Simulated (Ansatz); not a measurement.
# CH2F2 (difluoromethane): B3LYP/aug-cc-pVDZ

What is the vertical electron affinity of CH2F2 (difluoromethane) at B3LYP/aug-cc-pVDZ? 

The results are computed with Ansatz 0.2.0.

55 further runs of the same task are left out: 55 set aside as unsound or not needed.

## Step 1: The molecule

CH2F2: 5 atoms, total charge 0, spin state singlet. SMILES: `FCF`. Geometry: relaxed at PBE0-D4/def2-TZVP.

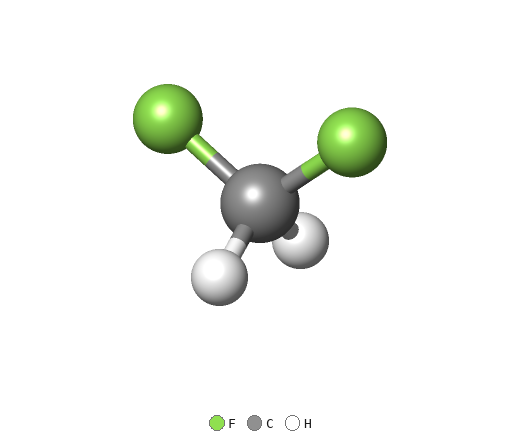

Viewed from a chosen angle; fluorine green, carbon grey, hydrogen white.

## Step 2: The energy at B3LYP/aug-cc-pVDZ

The input, run.yaml:

```yaml
crystal:
  periodic: [false, false, false]
  atoms:
    - symbol: F
      position_ang: [-1.073300, 0.191200, 0.698300]
    - symbol: C
      position_ang: [0.010100, -0.016900, -0.082300]
    - symbol: F
      position_ang: [1.090500, -0.179200, 0.713200]
    - symbol: H
      position_ang: [-0.142700, -0.932900, -0.659500]
    - symbol: H
      position_ang: [0.165300, 0.864200, -0.711100]
basis:
  gaussian: {orbitals: aug-cc-pVDZ}
hamiltonian: {xc: {name: B3LYP}}
accuracy: high
output: {orbitals: {seedname: orbitals}}
```

Started as:

```bash
ansatz run run.yaml --threads 1 --pin off --max-ram 3480MiB --events-out events.jsonl --progress --plain --runs-dir runs
```

Output:

```text
Warning: RAYON_NUM_THREADS=1 ignored (pool sized by the plan → 1); use --threads N
Functional definition: B3LYP
  name "B3LYP"
  parameter a0 = 0.2
  parameter ax = 0.72
  parameter ac = 0.81
  exchange = (1 - a0 - ax)*slater_x + ax*b88_x + a0*exact_x
  correlation = (1 - ac)*vwn_rpa_c + ac*lyp_c
1767 factors; integrals over basis functions are off by at most 3.2e-9 eV
mean field evaluation 1: about -6502.4663 eV, gradient 3.0e1 eV
mean field evaluation 2: about -6502.0129 eV, gradient 3.6e1 eV
mean field evaluation 4: about -6504.0170 eV, gradient 1.3e0 eV
mean field evaluation 8: about -6504.0178 eV, gradient 2.2e-3 eV
mean field evaluation 16: about -6504.0178 eV, gradient 1.3e-8 eV
mean field -6504.01778833 eV, -239.0182451396 hartree, gradient 8.6e-8 eV, S^2 0.000000; 0 other end points of the search recorded, 0 dependent functions left out
reference -6504.01782587 eV, -239.0182465193 hartree; 13, 13 occupied and 74, 74 virtual orbitals, 1767 factors
Total energy: -6504.01782587 eV, -239.0182465193 hartree
```

Wall time 5.4 s (1 thread of Arm Neoverse V1, shared host); peak memory 0.22 GiB.

## Step 3: The doublet anion at the same level

The input, job.yaml:

```yaml
crystal:
  periodic: [false, false, false]
  atoms:
    - {symbol: F, position_ang: [-1.073300, 0.191200, 0.698300]}
    - {symbol: C, position_ang: [0.010100, -0.016900, -0.082300]}
    - {symbol: F, position_ang: [1.090500, -0.179200, 0.713200]}
    - {symbol: H, position_ang: [-0.142700, -0.932900, -0.659500]}
    - {symbol: H, position_ang: [0.165300, 0.864200, -0.711100]}
basis:
  gaussian: {orbitals: aug-cc-pVDZ}
total_charge: -1
magnetization: {spin_polarized: true, initial_magnetization: 1}
hamiltonian: {xc: {name: B3LYP}}
accuracy: high
output: {orbitals: {seedname: orbitals}}
```

Started as:

```bash
ansatz run job.yaml --threads 1 --pin off --max-ram 3480MiB --events-out events.jsonl --progress --plain --runs-dir runs
```

Output, cut to the lines that bear on the results:

```text
Warning: RAYON_NUM_THREADS=1 ignored (pool sized by the plan → 1); use --threads N
[... 7 set-up lines as earlier in the session ...]
1767 factors; integrals over basis functions are off by at most 3.2e-9 eV
mean field evaluation 1: about -6500.4703 eV, gradient 2.8e1 eV
mean field evaluation 2: about -6499.0316 eV, gradient 3.8e1 eV
mean field evaluation 4: about -6503.2957 eV, gradient 1.6e0 eV
mean field evaluation 8: about -6503.4270 eV, gradient 1.1e-1 eV
mean field evaluation 16: about -6503.4273 eV, gradient 5.7e-4 eV
mean field evaluation 32: about -6503.0014 eV, gradient 5.5e-1 eV
mean field -6503.42728575 eV, -238.9965445700 hartree, gradient 1.5e-8 eV, S^2 0.750050; 3 other end points of the search recorded, 0 dependent functions left out
reference -6503.42732622 eV, -238.9965460571 hartree; 14, 13 occupied and 73, 74 virtual orbitals, 1767 factors
Total energy: -6503.42732622 eV, -238.9965460571 hartree
```

Wall time 29 s (1 thread of Arm Neoverse V1, shared host); peak memory 0.33 GiB.

## Step 4: Outcome

Level: B3LYP/aug-cc-pVDZ.

```
                                         quantity          value
                      singlet CH2F2: total energy  -239.01825 Eh
                       singlet CH2F2: HOMO energy       -9.72 eV
                       singlet CH2F2: LUMO energy       -0.24 eV
                     singlet CH2F2: HOMO–LUMO gap        9.48 eV
                      doublet anion: total energy  -238.99655 Eh
doublet anion: HOMO energy (highest over α and β)        1.67 eV
 doublet anion: LUMO energy (lowest over α and β)        2.64 eV
                              doublet anion: ⟨S²⟩          0.750
vertical electron affinity (to the doublet anion)      -0.590 eV
```

The anion lies 0.59 eV (57.0 kJ/mol) above the neutral: the electron isn't bound at this level, and such a value depends on the basis. The HOMO (doublet anion) lies at positive energy, 1.67 eV; only total energies tell whether the electron is bound.
